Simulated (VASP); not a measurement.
Band structure of MnS (relaxed from the rock salt structure, space group Fm-3m). Calculation: r2SCAN meta-GGA, VASP's PBE PAW potentials (set 64) (plane waves; VASP).

The moments were started parallel, and other spin orders were not tried in this run.

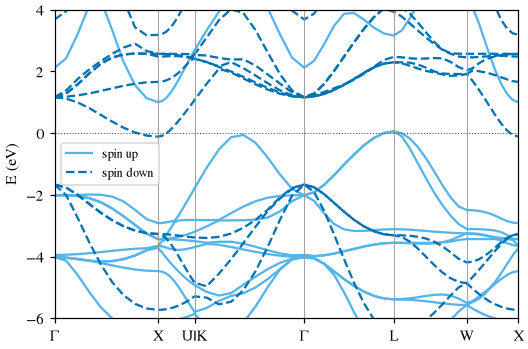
Bands along high-symmetry lines, zero at the valence-band maximum or, without a gap, the Fermi level

Task: Read the plot: is there a gap, and where are the band edges?

Result: It has no gap at this level: it comes out as a metal or semimetal.

The structure was generated: MnS was put into the rock salt type (Fm-3m), which need not be its known phase. It was relaxed first.
